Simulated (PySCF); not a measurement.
**CH4NOSi (doublet): density, localisation and related maps**

```tsv
atom	x (Å)	y (Å)	z (Å)
N	1.7859	0.8424	0.7764
C	1.4800	-0.0935	0.0497
O	0.3131	-0.5451	-0.3875
Si	-1.1961	0.0479	-0.0674
H	2.3078	-0.7183	-0.3501
H	-1.2932	1.4201	-0.5529
H	-1.4536	-0.0191	1.3672
H	-1.9348	-0.9251	-0.8599
```

Geometry: GFN2-xTB.

Computed with UKS B3LYP, pcH-1 on C H N O Si, non-relativistic, mean-field spin-orbit, GIAO (PySCF 2.14.0, density-fitted response routines).

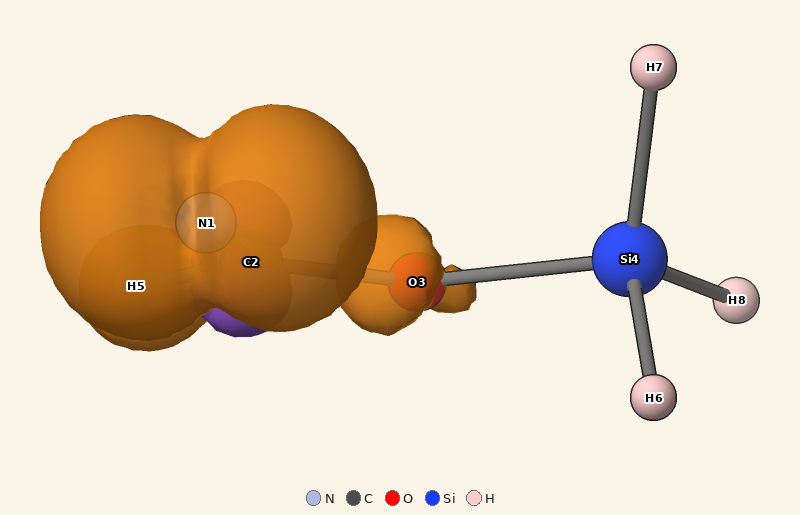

Figure 1. Isosurfaces of the spin density at +0.05 (orange) and −0.05 e/Å³ (purple), seen from one side.

Question: Describe the spin distribution.

Answer: The unpaired spin (1 electron) lies mostly on N1 (about 0.8), in electrons by Hirshfeld's partition.

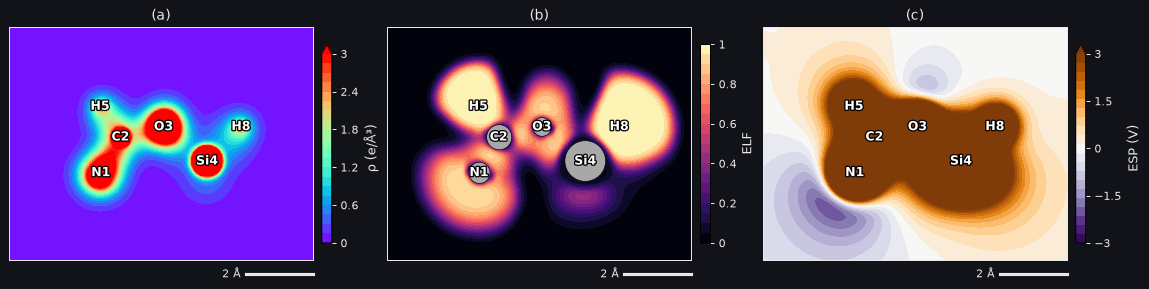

Figure 2. (a) electron density; (b) electron localisation function; (c) molecular electrostatic potential on the plane of atoms N1, C2 and O3. Grey discs cover the atomic cores in the ELF map.

Question: What does the map show?

Answer: The section cuts through N, C, O, Si and H sites. C–N (1.22 Å): ρ at the midpoint is about 3.2 e/Å³; the ELF peaks at about 0.90 between the atoms: a multiple bond. C–O (1.33 Å): ρ at the midpoint is about 2.4 e/Å³; the ELF peaks at about 0.85 between the atoms; a shared but strongly polarised pair. Si–O (1.65 Å): ρ at the midpoint is about 1.1 e/Å³; the ELF peaks at about 0.90 between the atoms, as expected for a shared but strongly polarised pair. C–H (1.11 Å): the density is about 2 e/Å³ at the midpoint; the ELF climbs to about 1 towards the hydrogen, as it does in any bond to H; a covalent bond by its length. Si–H (1.46 Å): the density is about 0.85 e/Å³ at the midpoint; the ELF climbs to about 1 towards the hydrogen. The ELF also peaks beside N1 and O3, away from the bonds: non-bonding electrons, paired or unpaired. Outside the dense part of the molecule the potential is most negative (−2.0 V) near N1.

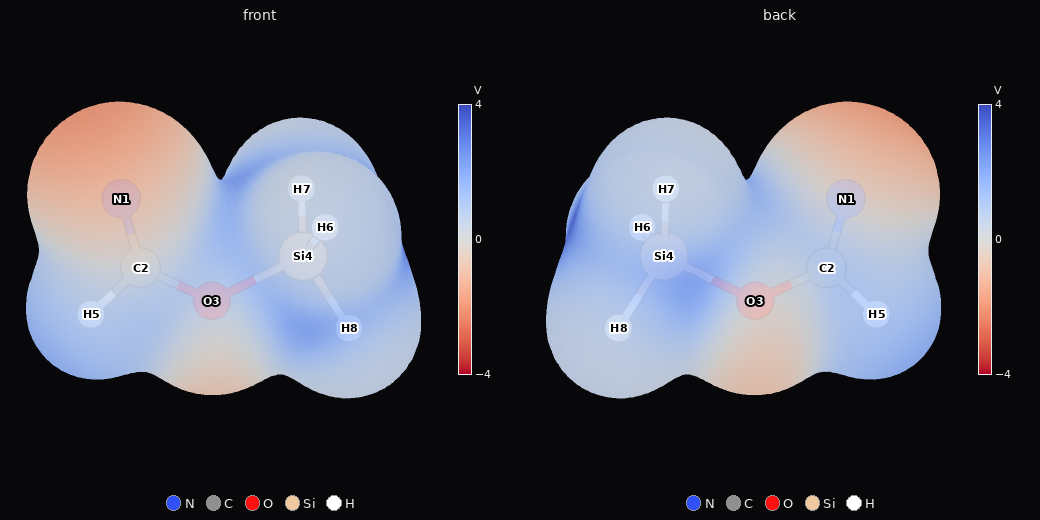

Figure 3. The electrostatic potential painted on the density surface at 0.004 e/bohr³, seen from the front and from behind; red is negative and blue positive.

Question: Describe the electrostatic potential map.

Answer: The most negative region (about −1.9 V) lies over N1, the most positive (about +3.2 V) over Si4. N1 is the likeliest acceptor of a hydrogen bond.
